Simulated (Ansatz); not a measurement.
Consider CH6.

```xyz
7

C    -0.0886   -0.0227   -1.2234
H    -0.2520    0.8605   -1.8467
H     0.0387   -0.9011   -1.8618
H    -0.9512   -0.1704   -0.5682
H     0.8100    0.1206   -0.6173
H     0.1304   -0.1368    2.7550
H     0.3127    0.2498    3.3625
```

At this geometry the atoms fall into two loosely joined parts.

Method: RKS B3LYP/6-31G* (Ansatz).

### What will maps of the electron density and electron localisation function show?

C–H (1.09 Å): ρ is about 1.9 e/Å³ halfway; the ELF climbs to about 1 towards the hydrogen, as it does in any bond to H: an ordinary covalent bond to hydrogen.

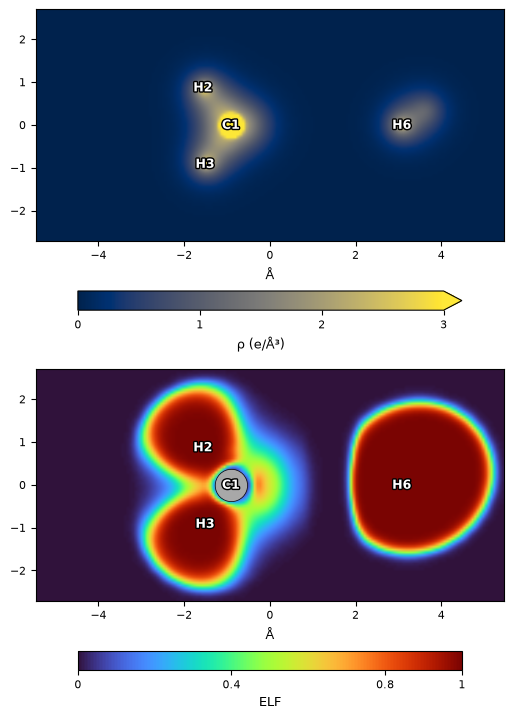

Computed electron density and electron localisation function on the plane of atoms H2, C1 and H3, in this order. Grey discs cover the atomic cores in the ELF map. 
